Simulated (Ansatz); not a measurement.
CH₇NOSi: several calculations on one system

Part 1: Relaxation

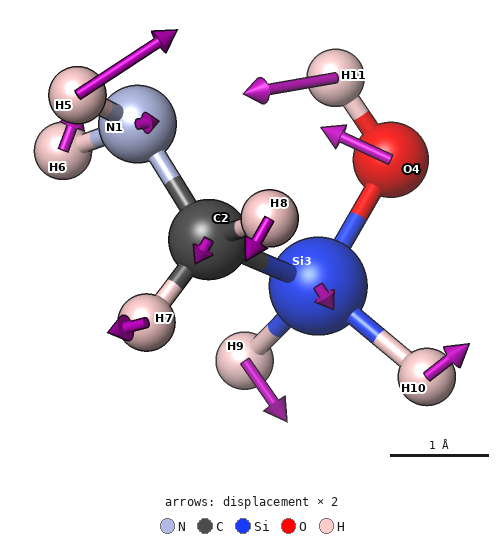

This is a relaxation of CH7NOSi. The starting structure is drawn; purple arrows show the displacements, magnified 2 times. The two geometries are superimposed by the best rigid fit.

A ball-and-stick model, seen from a free direction.

The run prepares an end point of a later path (torsion) calculation, from a guessed geometry.

All numbers below come from RKS PBE-D4/6-31G (Ansatz 0.2.0). Settings: no spin polarisation; force threshold 0.015 eV/Å; at most 40 steps.

Atoms of which element are displaced furthest, and by how much?

Answer. Hydrogen: up to 0.63 Å, against 0.40 Å for oxygen.

What happened in the run?

Answer. The largest move after the best rigid fit is that of H5, 0.63 Å. Largest moves by element: H 0.63 Å, O 0.40 Å, Si 0.15 Å, C 0.15 Å, N 0.13 Å. Some distances before and after: Si3–O4 1.631 → 1.748 Å, C2–Si3 1.866 → 1.963 Å, N1–H6 1.077 → 1.023 Å, N1–C2 1.437 → 1.488 Å. Bond angles that change, for instance: C2–Si3–O4 112.1° → 99.6°, H5–N1–H6 99.7° → 110.9°, Si3–O4–H11 111.1° → 103.4°. Groups turn about Si3–O4 by about 20°. The energy falls by 0.619 eV in 11 accepted moves (12 points after the start). Largest force component: 3.8 eV/Å at the start, 0.011 eV/Å at the end. The line search rejected the trial step at point 10 of the run.

Part 2: Relaxation

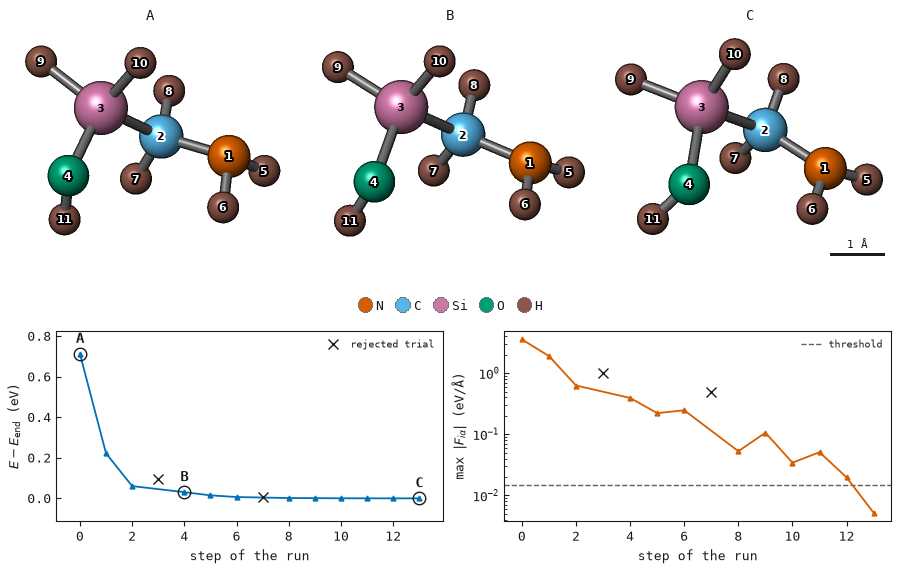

Frames of a relaxation of CH7NOSi, marked on the history of the run. The picture is a ball-and-stick view, seen from a free direction.

The run prepares an end point of a later path (torsion) calculation, from a guessed geometry.

Level of theory: RKS PBE-D4/6-31G in Ansatz 0.2.0. Settings: no spin polarisation; force threshold 0.015 eV/Å; at most 40 steps.

Describe the path.

Answer. Over 11 accepted moves (13 points after the start) the energy falls by 0.712 eV. Largest force component: 3.6 eV/Å at the start, 0.0052 eV/Å at the end. The line search rejected the trial steps at points 3, 7 of the run. The atom that moves furthest after the best rigid fit is H7 (0.51 Å). Largest moves by element: H 0.51 Å, O 0.43 Å, N 0.26 Å, C 0.19 Å, Si 0.06 Å. Among the contacts that change: Si3–O4 1.631 → 1.761 Å, N1–H6 1.077 → 1.019 Å, C2–Si3 1.866 → 1.925 Å, N1–H5 1.069 → 1.018 Å. Among the angles between lasting bonds that change: H5–N1–H6 99.7° → 114.2°, C2–N1–H5 109.2° → 117.1°, Si3–O4–H11 111.1° → 118.9°. Groups turn about Si3–O4 by about 55°, C2–Si3 by about 30°. Cost: 40 s on 1 thread of Arm Neoverse V2 (shared host), peak memory 0.15 GiB. From step 0 to 4: H11 moves most (0.35 Å), energy −0.682 eV. From step 4 to 13: O and H atoms move most (0.28 Å), energy −0.030 eV.

Part 3: Path

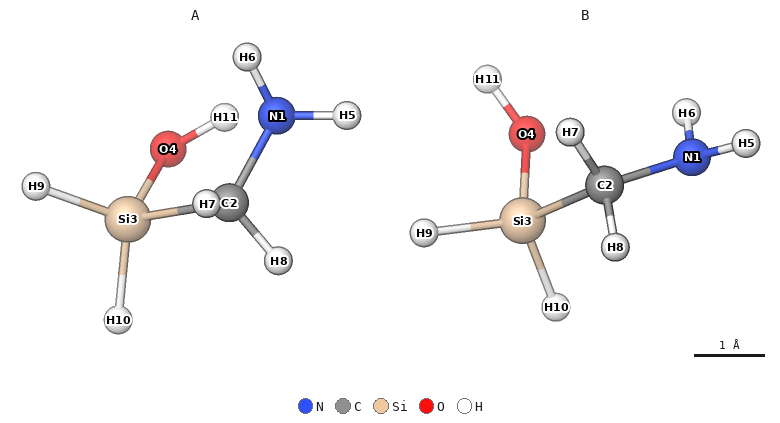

The two relaxed end points of a path for CH7NOSi. Style: ball-and-stick. Shown from a free direction.

Level of theory: RKS PBE-D4/6-31G (Ansatz 0.2.0).

The input:
```yaml
crystal:
  periodic: [false, false, false]
  atoms:
    - { symbol: "N", position_ang: [-0.93513, -0.06385, -1.02931] }
    - { symbol: C, position_ang: [0.257296, 0.677343, -0.537053] }
    - { symbol: Si, position_ang: [0.706499, -0.151977, 1.184054] }
    - { symbol: O, position_ang: [-0.116461, -1.682171, 0.993465] }
    - { symbol: H, position_ang: [-0.977417, -0.173886, -2.044842] }
    - { symbol: H, position_ang: [-1.821361, 0.294735, -0.664118] }
    - { symbol: H, position_ang: [0.121992, 1.774236, -0.479116] }
    - { symbol: H, position_ang: [1.093705, 0.483776, -1.229804] }
    - { symbol: H, position_ang: [0.17418, 0.663363, 2.352701] }
    - { symbol: H, position_ang: [2.20517, -0.318033, 1.345437] }
    - { symbol: H, position_ang: [-0.642972, -1.560435, 0.129386] }
basis:
  gaussian: { orbitals: "6-31G" }
hamiltonian:
  xc: pbe
  dispersion: d4
neb:
  order_check: false
  images: 5
  f_tol: 0.05
  max_iterations: 60
  initial_path: idpp
  final_atoms:
    - { symbol: "N", position_ang: [-0.35495148, -0.0775957, -1.56528963] }
    - { symbol: C, position_ang: [0.077518, 0.84094598, -0.51762764] }
    - { symbol: Si, position_ang: [0.67697222, -0.23565764, 0.96069354] }
    - { symbol: O, position_ang: [-0.53511152, -1.47661614, 1.26386864] }
    - { symbol: H, position_ang: [-0.60300764, 0.32887518, -2.46491085] }
    - { symbol: H, position_ang: [-0.9723206, -0.82951845, -1.26301643] }
    - { symbol: H, position_ang: [-0.68421253, 1.58036312, -0.16428581] }
    - { symbol: H, position_ang: [0.94773976, 1.43237508, -0.86404155] }
    - { symbol: H, position_ang: [0.8940414, 0.63715503, 2.19539069] }
    - { symbol: H, position_ang: [1.92634486, -1.00049208, 0.61111063] }
    - { symbol: H, position_ang: [-1.30751148, -1.25673339, 1.82890842] }
```

Command:
```bash
ansatz run input.yaml --threads 1 --pin off --max-ram 2048MiB --backend cpu --events-out ev --progress --plain --runs-dir out
```

What barrier does the band find between them, and by what path?

Forward barrier 23.6 kJ/mol, backward barrier 9.6 kJ/mol, with image 3 at the top; the reaction energy is +14.0 kJ/mol. The motion is a rotation about the C2–Si3 bond by about 70°, with a turn of about 30° about N1–C2, with a turn of about 75° about Si3–O4. No bond forms or breaks between the ends. Bond angles that change up to the highest image, for instance: Si3–O4–H11 103.4° → 120.5°, C2–Si3–O4 99.6° → 112.5°. The band converged in 19 iterations. The largest component of the band force went from 0.94 to 0.037 eV/Å. The climbing image converged on the top of the path. Its vibrational analysis gives one imaginary mode (329i cm⁻¹), as a transition state must have.

Energies of the converged images:

```json
{"image": "0", "path (Å)": "0.00", "E (kJ/mol)": "0.0"}
{"image": "1", "path (Å)": "1.52", "E (kJ/mol)": "1.4"}
{"image": "2", "path (Å)": "3.05", "E (kJ/mol)": "10.2"}
{"image": "3", "path (Å)": "4.57", "E (kJ/mol)": "23.6"}
{"image": "4", "path (Å)": "4.87", "E (kJ/mol)": "20.3"}
{"image": "5", "path (Å)": "5.18", "E (kJ/mol)": "15.4"}
{"image": "6", "path (Å)": "5.48", "E (kJ/mol)": "14.0"}
```

The geometry at the top of the path:

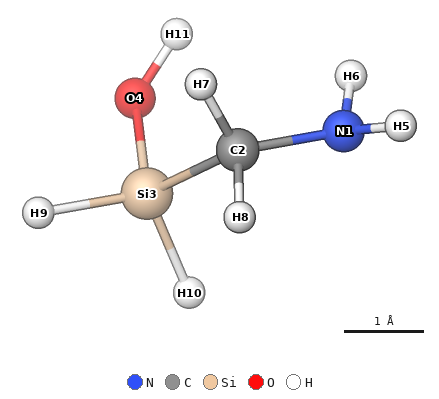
